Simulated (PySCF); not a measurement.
## Single-point calculation of CH₄ClFGe

CH₄ClFGe, SMILES [CH3][GeH]([F])[Cl], computed with CCSD(T)/STO-3G, RHF (PySCF 2.14.0).

The geometry comes from this level: PBE0-D4/def2-TZVP.

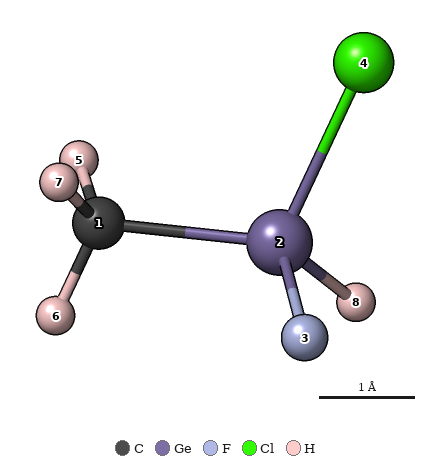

*The structure (ball-and-stick view, seen at a tilt; atoms are numbered from 1 in the order of the input). Sticks mark near contacts.*

**The input (input.py)**
```python
# [CH3][GeH]([F])[Cl]
from pyscf import gto, scf, cc

mol = gto.M(
    atom='''
C     -0.227500     1.039800    -0.100000
Ge     0.142600    -0.824900     0.211300
F      1.838500    -0.974300     0.547000
Cl    -0.191100    -1.943800    -1.585800
H     -1.277600     1.172400    -0.361700
H     -0.001700     1.614900     0.798900
H      0.395300     1.393000    -0.921800
H     -0.586300    -1.534400     1.356400
''',
    verbose=3,
    basis='sto-3g',
    max_memory=1860,
    spin=0,
)

mf = scf.RHF(mol)
mf.conv_tol = 1e-10
mf.kernel()
if not mf.converged:
    mf = mf.newton().run(mf.mo_coeff, mf.mo_occ)

mycc = cc.CCSD(mf, frozen=16)
mycc.kernel()
e_t = mycc.ccsd_t()
etot = mycc.e_tot + e_t
print('E = %.10f Eh' % etot)
```

Machine: 1 thread of Arm Neoverse V2, 24 GiB of memory available, shared host.

Launch command:
```bash
OMP_NUM_THREADS=1 python input.py
```

**Log**
```
converged SCF energy = -2644.20075882028
E(CCSD) = -2644.34163997465  E_corr = -0.1408811543697539
CCSD(T) correction = -0.002892729208015
E = -2644.3445327039 Eh
```

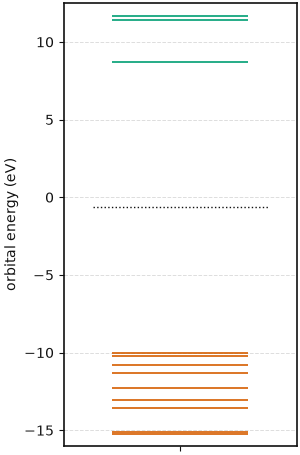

*Orbital energies near the frontier (SCF reference); the dotted line parts filled from empty levels, and levels within 0.02 eV of each other stand side by side.*

Highest filled −10.00 eV, lowest empty 8.74 eV, 18.74 eV apart.

**Summary**

```csv
quantity,value
outcome,converged
total energy,−2644.344533 hartree
SCF energy,−2644.200759 hartree
correlation energy,−0.143774 hartree
(T) correction,−0.002893 hartree
basis functions,41
T1 diagnostic,0.007
HOMO of the SCF reference,−10.00 eV
LUMO of the SCF reference,8.74 eV
wall time,0.99 s
peak memory,0.11 GiB
```
